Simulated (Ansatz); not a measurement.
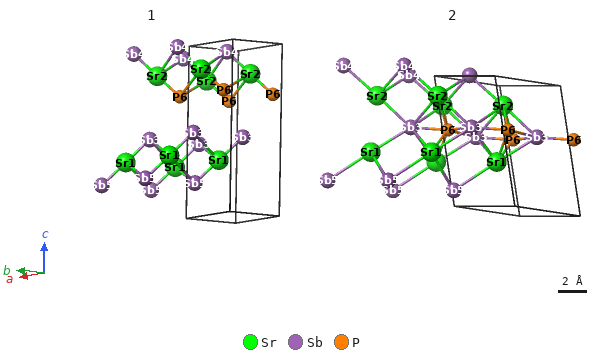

Two geometries of a crystal of Sr2Sb3P (built on the Hg2I3Br-8 type type), drawn at one scale. One is the start of a relaxation, the other its converged end. A ball-and-stick model of the cell of the calculation, repeated 2 × 2 × 1 with one cell outlined, seen from a free direction.

Level of theory: Ansatz, DFT, PBEsol, plane waves, PAW. Settings: plane-wave cutoff 420 eV; k-point mesh 6 × 6 × 2; occupations fermi dirac; smearing width 0.03 eV; no spin polarisation; cell and atoms relaxed; force threshold 0.01 eV/Å; at most 120 steps.

Q: Which of the two is the end point?

A: Structure 2 is the relaxed one. After 42 accepted moves (44 points after the start) the energy has fallen by 1911 meV per atom. The largest force component goes from 4.5 to 0.0063 eV/Å. Pressure: 8.52 GPa at the start and −0.01 GPa at the end. At 2 points the geometry stayed and the basis and grid were re-selected for the new cell (energy shift of 35.6 meV per atom at most each time). The largest move relative to the cell is that of P6, 1.91 Å along [−1 −1 −1]. Largest moves by element: P 1.91 Å, Sb 1.66 Å, Sr 1.35 Å. Cell: a = b 4.205 → 5.120 Å (+21.8 %), c 12.955 → 9.937 Å (−23.3 %), α 91.2° → 77.1°, β 91.2° → 77.1°, γ 69.4° → 46.6°. Volume −14.3 %. Some distances before and after: Sr2–P6 2.292 → 5.868 Å, Sr2–Sb3 6.708 → 3.584 Å, Sr1–P6 5.438 → 3.046 Å, Sr2–Sb5 5.415 → 3.696 Å. New bonds form: Sb3–P6 (3.90 → 2.75 Å), Sb3–P6 (4.14 → 2.82 Å), Sb4–Sb5 (3.79 → 2.92 Å), Sb4–Sb5 (4.15 → 2.96 Å). Bonds break: Sr2–P6 (2.29 → 5.87 Å). Among the angles between lasting bonds that change: Sb4–Sr2–P6 177.6° → 131.1°, Sb4–Sr2–P6 87.2° → 128.6°, Sb5–Sr1–Sb5 90.9° → 69.4°. The space group stays Cm (No. 8).
